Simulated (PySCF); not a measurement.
C₄H₁₂N₂ (SMILES CNNC(C)C)

Input

```
{"job": {"kind": "nmr", "xc": "PBE0", "basis": "pcSseg-1"}, "charge": 0, "multiplicity": 1}
C      2.742678     0.185332    -0.230963
N      1.521796    -0.515616     0.136161
N      0.394706     0.120796    -0.526583
C     -0.807031     0.193454     0.282476
C     -1.405273    -1.177137     0.625512
C     -1.824207     1.055198    -0.463604
H      2.902429     0.053085    -1.300186
H      3.570396    -0.268866     0.310419
H      2.710708     1.259769    -0.014369
H      1.379141    -0.412108     1.139986
H      0.209173    -0.442706    -1.356639
H     -0.528592     0.704840     1.214941
H     -0.658378    -1.809386     1.101043
H     -1.746301    -1.671849    -0.282149
H     -2.251337    -1.065443     1.299024
H     -2.128177     0.564559    -1.385485
H     -2.705028     1.215316     0.152340
H     -1.385463     2.017081    -0.713581
```

Launched as:

```sh
OMP_NUM_THREADS=1 python probes_run.py task.json out
```

Geometry: GFN2-xTB.

Computed with PBE0/pcSseg-1, SCF density, gas phase, non-relativistic in PySCF.

What can the converged electron density and electron localisation function tell about the bonding?

C–N (1.45 Å): ρ is about 2 e/Å³ halfway; the ELF peaks at about 0.95 between the atoms: a covalent bond.
N–N (1.45 Å): ρ at the midpoint is about 2 e/Å³; the ELF peaks at about 0.90 between the atoms, as expected for a covalent bond.
C–C (1.53 Å): ρ at the midpoint is about 1.6 e/Å³; the ELF peaks at about 0.95 between the atoms, as expected for localised, covalent bonding.
C–H (1.09 Å): ρ at the midpoint is about 2 e/Å³; the ELF climbs to about 1 towards the hydrogen, as it does in any bond to H (an ordinary covalent bond to hydrogen).

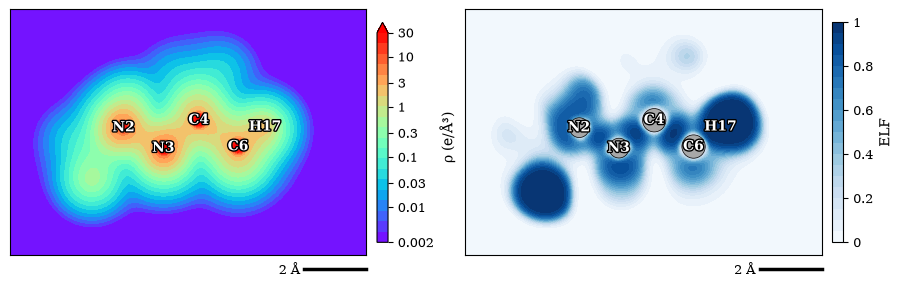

Computed electron density and electron localisation function on the plane of atoms N3, C4 and C6, in this order. Grey discs cover the atomic cores in the ELF map. 
